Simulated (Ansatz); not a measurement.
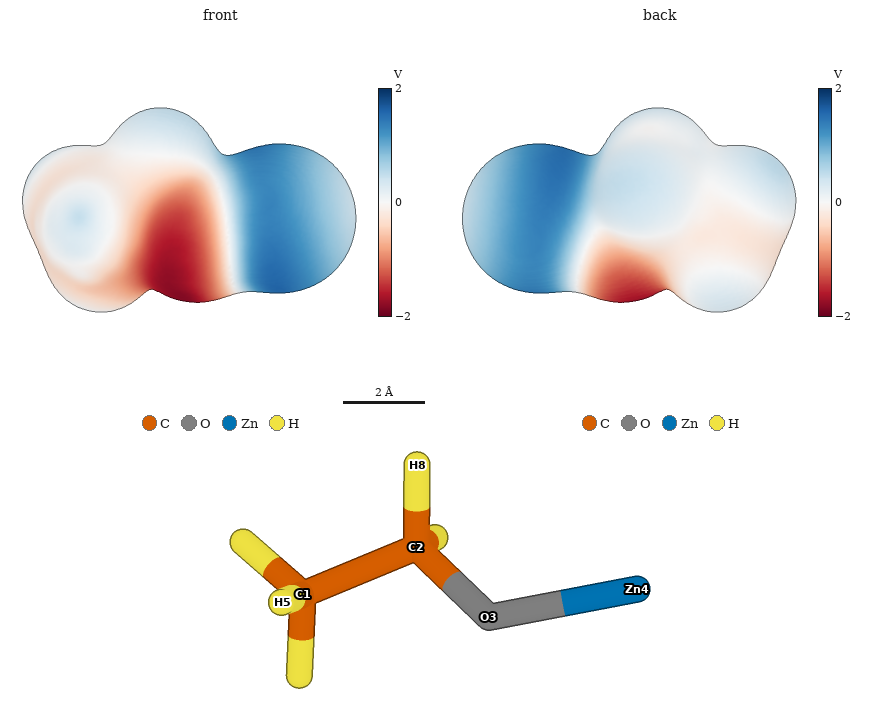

Figure. C2H5OZn (SMILES CC[O][Zn]) (doublet). The molecular electrostatic potential painted on the density surface at 0.002 e/bohr³, seen from the front and from behind; the colour scale runs from red (negative) to blue (positive). The bare structure is drawn below in the same view.

Geometry: BLYP-D3(BJ)/def2-SVP.

These are results of isolated molecule in a Gaussian basis; Kohn-Sham density functional theory, functional PBE0 (Ansatz), not measurements.

```yaml
atoms:
  - { symbol: C, position_ang: [-0.3074, -0.6812, -1.0547] }
  - { symbol: C, position_ang: [0.4938, -0.9860, 0.2215] }
  - { symbol: O, position_ang: [-0.3668, -0.8179, 1.3344] }
  - { symbol: Zn, position_ang: [0.2237, -1.0950, 3.0951] }
  - { symbol: H, position_ang: [-0.6944, 0.3570, -1.0260] }
  - { symbol: H, position_ang: [0.3293, -0.8004, -1.9563] }
  - { symbol: H, position_ang: [-1.1740, -1.3672, -1.1367] }
  - { symbol: H, position_ang: [1.3806, -0.3034, 0.2601] }
  - { symbol: H, position_ang: [0.9011, -2.0266, 0.1496] }
```

Q: Where is the surface potential most negative and most positive?

A: The most negative region (about −1.8 V, or −42 kcal/mol for a unit charge) lies over O3, the most positive (about +1.5 V, or +35 kcal/mol for a unit charge) over Zn4. O3 is the likeliest acceptor of a hydrogen bond.

Q: What dipole moment does the calculation give?

A: Its dipole moment is 1.76 D.
